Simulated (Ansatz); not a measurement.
```xyz
8

C    -1.0206   -0.2279    0.6240
Sn    0.7474    0.1222   -0.4656
F     2.1536   -1.0339    0.0877
F     0.5322   -0.3014   -2.3079
Cl    1.6118    2.2467   -0.4008
H    -1.3048   -1.2695    0.4826
H    -0.8279   -0.0263    1.6763
H    -1.7995    0.4329    0.2478
```

Geometry: PBE0-D4/def2-TZVP; core potentials replace the inner electrons of Sn.

Level of theory: Ansatz 0.2.0, RKS PBE0-D4/def2-TZVPP.

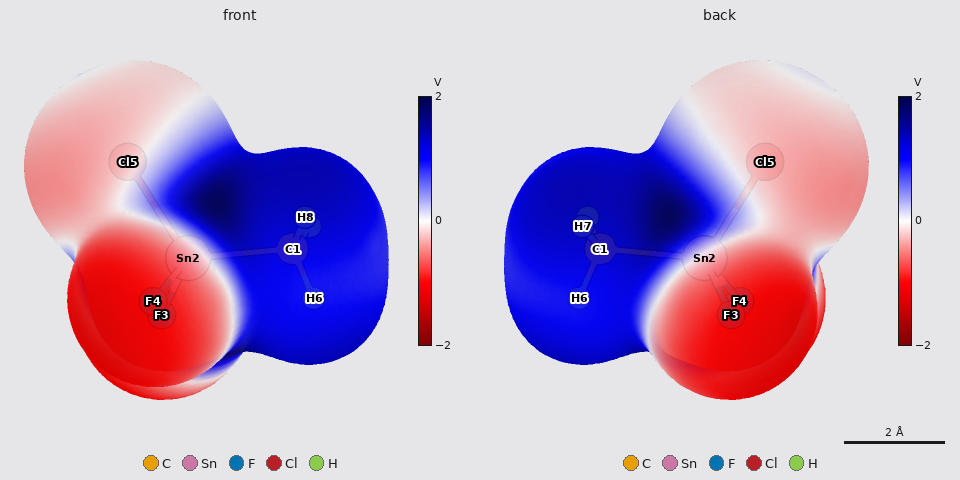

CH3ClF2Sn (SMILES [CH3][Sn]([F])([F])[Cl]). The electrostatic potential painted on the density surface at 0.001 e/bohr³, seen from the front and from behind; red is negative and blue positive.

Q: Describe the electrostatic potential map.

A: The most negative region (about −1.2 V) lies over F3 and F4, the most positive (about +1.9 V) over Sn2.
